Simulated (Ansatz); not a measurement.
Starting cell, ZnS (zinc blende):

```xyz
4
Lattice="0.0000 5.4434 5.4434 2.7217 0.0000 2.7217 2.7217 2.7217 0.0000" Properties=species:S:1:pos:R:3 pbc="T T T"
S      4.0826     4.0826     4.0826
S      4.0826     6.8043     6.8043
Zn     0.0000     0.0000     0.0000
Zn     0.0000     2.7217     2.7217
```

In this cell atom 4 (Zn, nearest neighbour S at 2.357 Å; its periodic images, 3.8 Å or more away, move with it) is moved by s towards the nearest neighbour, unit vector (-0.577, 0.577, 0.577); all other atoms and the cell stay fixed.

The numbers are results of PBE (plane waves to 420 eV, PAW, scalar-relativistic; Ansatz, a first-principles code), not measurements. k mesh 4×8×8 (Γ-centred), Fermi-Dirac smearing 0.05 eV. Energies are smeared free energies. ZnS was relaxed with its symmetry unable to fall. ΔE is measured from the undisplaced structure.

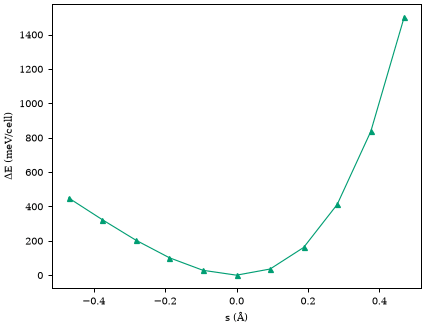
Figure: ΔE (meV/cell) against s (Å); computed points joined by lines.

**Question.** Is the energy the same for displacements of ±0.470 Å, and if not, which side lies higher?

**Answer.** Not even: the positive side lies higher at ±0.470 Å.

**Question.** What is the energy change at s = 0.470 Å?

**Answer.** About 1500 meV/cell.

(A displaced cell: forces are minus the slopes of the energy, force constants its curvatures, and phonons follow from these.)
